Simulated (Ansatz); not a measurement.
Computed energy against volume: MoTe2 (space group P2_1/m)

MoTe2 (space group P2_1/m)

```cif
data_Mo4Te8
_chemical_formula_sum 'Te8 Mo4'
_space_group_name_H-M_alt 'P21/m'
_space_group_IT_number 11
_space_group_name_Hall '-P 2yb'
_cell_length_a 6.32172
_cell_length_b 3.49136
_cell_length_c 14.19044
_cell_angle_alpha 90.000
_cell_angle_beta 92.778
_cell_angle_gamma 90.000
loop_
_space_group_symop_operation_xyz
  'x, y, z'
  '-x, -y, -z'
  '-x, y+1/2, -z'
  'x, -y+1/2, z'
loop_
_atom_site_label
_atom_site_type_symbol
_atom_site_symmetry_multiplicity
_atom_site_Wyckoff_symbol
_atom_site_fract_x
_atom_site_fract_y
_atom_site_fract_z
_atom_site_occupancy
Te1 Te 2 e 0.43628 0.25000 0.64489 1
Te2 Te 2 e 0.58412 0.25000 0.10217 1
Te3 Te 2 e 0.09286 0.75000 0.14504 1
Mo1 Mo 2 e 0.67913 0.25000 0.49300 1
Te4 Te 2 e 0.06082 0.25000 0.39768 1
Mo2 Mo 2 e 0.18070 0.25000 0.00741 1
```

The volume is varied about the relaxed value V₀ at fixed cell shape. The atoms relax within the cell's symmetry.

Calculation: r2SCAN+rVV10 (plane waves to 500 eV, PAW, scalar-relativistic; Ansatz, a program for electronic structure). k mesh 6×11×3 (Γ-centred), Fermi-Dirac smearing 0.05 eV. Energies are smeared free energies. Stress and pressure are positive under compression. With the shape held, the modulus is that of even scaling; a crystal free to change shape is softer. At this level the bands of MoTe2 touch or barely overlap. MoTe2 is run without spin polarisation. MoTe2 was relaxed with its symmetry unable to fall. Spin-orbit coupling is left out, though Te is heavy. ΔE is measured from the relaxed starting cell.

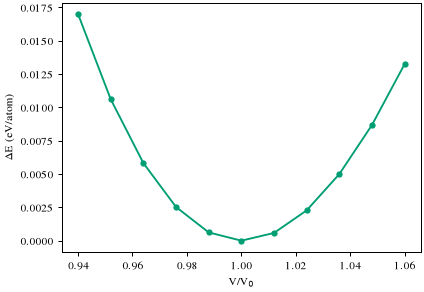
*ΔE (eV/atom) against V/V₀; markers are the computed points, lines only join them.*

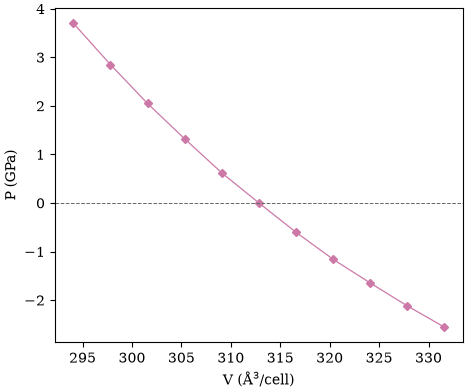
Fig. 1. P (GPa) against V (Å³/cell); markers are the computed points, lines only join them.

The pressure derivative B₀′ (fit) comes out as 5.1. The pressure at the smallest volume comes out as 3.7 GPa. The bulk modulus at fixed cell shape B₀ (third-order Birch-Murnaghan fit) comes out as 51.0 GPa and the pressure for 5 % compression (fit) comes out as 3.0 GPa. The energy cost of the largest expansion is 13 meV/atom.

P = (3B₀/2)(x⁷ − x⁵)[1 + ¾(B₀′ − 4)(x² − 1)] with x = (1/0.95)^(1/3), B₀ = 51.0 GPa and B₀′ = 5.14.

(A scan under strain: stresses follow from slopes of the energy per volume, elastic moduli from its curvatures.)
